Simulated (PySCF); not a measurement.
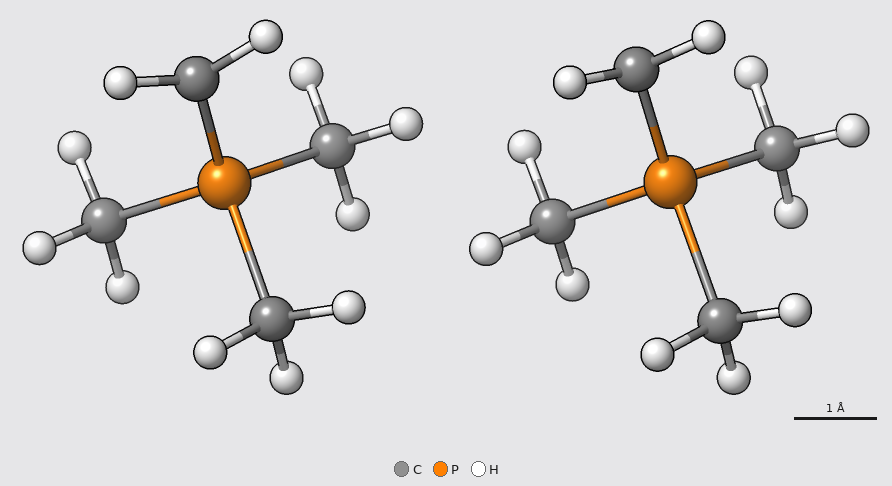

Two geometries of C$_{4}$H$_{11}$P, drawn at one scale. One is the start of a relaxation, the other its converged end. Style: ball-and-stick. Shown at a tilt.

Level of theory: PySCF, PBE0-D3(BJ)/def2-SVP geometry optimisation, gas phase. 

Question: Which of the two is the end point?

Answer: The left one is the relaxed one. The start comes from GFN2-xTB. Its atoms were then displaced at random by about 0.01 Å. The largest move after the best rigid fit is that of a C atom, 0.17 Å. Largest moves by element: C 0.17 Å, H 0.11 Å, P 0.04 Å. Some distances before and after: C–H 1.061 → 1.094 Å, C–P 1.880 → 1.856 Å, C–P 1.797 → 1.820 Å, C–P 1.695 → 1.673 Å. Among the angles between lasting bonds that change: C–P–C 131.0° → 123.0°, P–C–H 110.8° → 117.6°, H–C–H 110.3° → 117.0°. The energy falls by 19.9 kJ/mol in 7 geometry steps. The run took 43 s on 1 thread of Intel(R) Xeon(R) Platinum 8488C, on a shared host.
